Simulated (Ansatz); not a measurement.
# Sr2MgAl3 (P6_3/mmc): the Drude term of Re ε in the infrared

Re ε of Sr2MgAl3 (P6_3/mmc) along x at low photon energies is read from one computed spectrum; the carriers' damping was typed as γ = 0.05 eV. x, y and z are the Cartesian axes of the input cell.

Symmetry: P6_3/mmc, No. 194, hexagonal system. Conventional cell: a = 6.370 Å, b = 6.370 Å, c = 10.140 Å, α = 90.00°, β = 90.00°, γ = 120.00°. Sr on site f has 9 Al at 3.64 to 3.72 Å and 3 Mg at 3.73 Å and 4 Sr at 3.86 to 3.87 Å as nearest neighbours. Al on site h has 2 Mg at 3.13 Å and 4 Al at 3.18 to 3.19 Å as nearest neighbours. Around Mg on site a lie 6 Al at 3.13 Å.

Method: Ansatz 0.2.0, PBE, independent particles, k-mesh 6×6×2 with interpolation inside its cells, Gaussian parameter 0.1 eV.

Launch of the response step: `ansatz run input.yaml --threads 4 --pin off --max-ram 8192MiB --backend cpu --events-out ev --progress --plain --runs-dir out`. The run took 2.3 min, on 4 threads of AMD EPYC 9R14 (Zen 4), on a shared host.

```
photon energy E (eV)  wavelength (µm)    Re ε
                0.25             4.96       ?
                0.30             4.13  -233.2
                0.35             3.54  -188.4
                0.40             3.10  -150.6
                0.50             2.48   -98.8
                0.60             2.07   -74.9
                0.70             1.77   -64.7
```

A Drude term over a constant background gives Re ε = ε_b − ωp²/(E² + γ²), linear in 1/(E² + γ²).

Working, on the rows shown:

| x = 1/(E² + γ²) (eV⁻²) | y = Re ε |
| --- | --- |
| 10.8108 | -233.2 |
| 8 | -188.4 |
| 6.15385 | -150.6 |
| 3.9604 | -98.8 |
| 2.75862 | -74.9 |
| 2.03046 | -64.7 |

Means: x̄ = 5.619, ȳ = -135.1. Σ(x − x̄)(y − ȳ) = -1130, Σ(x − x̄)² = 56.72. Slope = -1130 / 56.72 = -19.91; intercept = ȳ − slope · x̄ = -23.201. The line misses the rows shown by at most 5.9.

Question: Predict the last column of the withheld row from the fit.

Answer: At x = 15.385 the line gives y = -329.58. The run gave -297.6, so the extrapolation is off by 32, 14 % of the range in the table. Beyond its data the fit drifts from the curve.

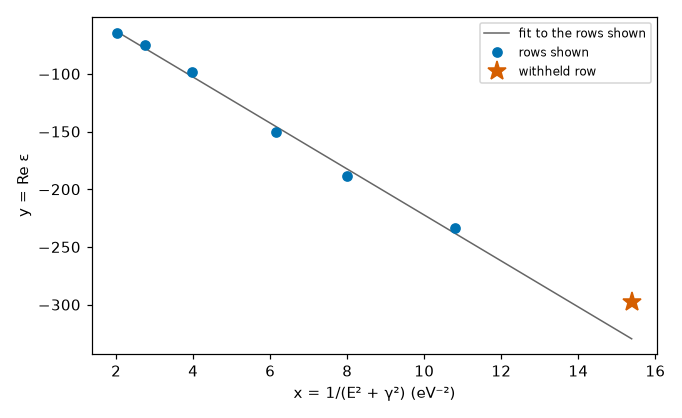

Refitted with all rows, the slope is -17.98 and the intercept -32.191. These give ωp = √(−slope) = 4.24 eV, against 4.59 eV from the program's Fermi-surface sum, and an intercept of -32.2. Taking the program's Drude term off the rows leaves 26 at the lowest energy and -22 at the highest, so the background isn't constant: interband transitions lie in or near the window, and neither fitted number can be trusted. The values come from a sum over the points of one k-mesh and carry its error, which is largest for Fermi-surface quantities. Spin-orbit coupling is left out.

[Logs are printed without paths, hosts, clocks, repeated set-up lines and the standing remarks that a program may print on its own settings, such as how far it seeks lower states.]
